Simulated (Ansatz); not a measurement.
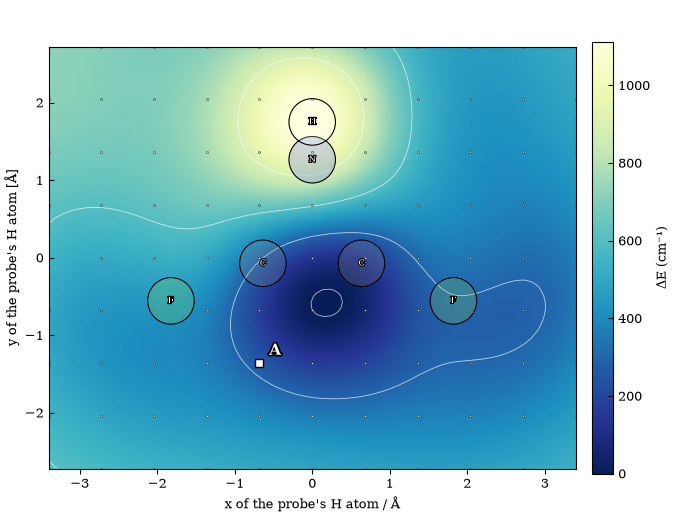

C₂HF₂N (SMILES FC1=C(F)N1) with the probe H2O. 
- The probe is moved over a plane parallel to the molecule's main plane, 2.55 Å above it.
- The first coordinate is: x of the probe's H atom; the second: y of the probe's H atom.
- Nothing is relaxed (molecule and probe rigid, the probe upright with H nearest the plane).
- Grid: 11 × 9 points.
- Points are written as (first, second).
- Energies: cm⁻¹, counted from the lowest grid point.
- These are results of RKS PBE0-D4/def2-SVPD in Ansatz, not measurements.

Drawn: a smooth colour map with a few white contour lines, dots at the grid points, labelled circles for the molecule's atoms, projected on the plane, the point A. Between grid points the surface is interpolated.

**Is A at rest? If not, where is it pushed?**

A, at (−0.68 Å, −1.36 Å), is not a stationary point. The computed force is 0.034 eV/Å in the plane, pointing up and right in the picture (components 0.024 and 0.024 eV/Å).
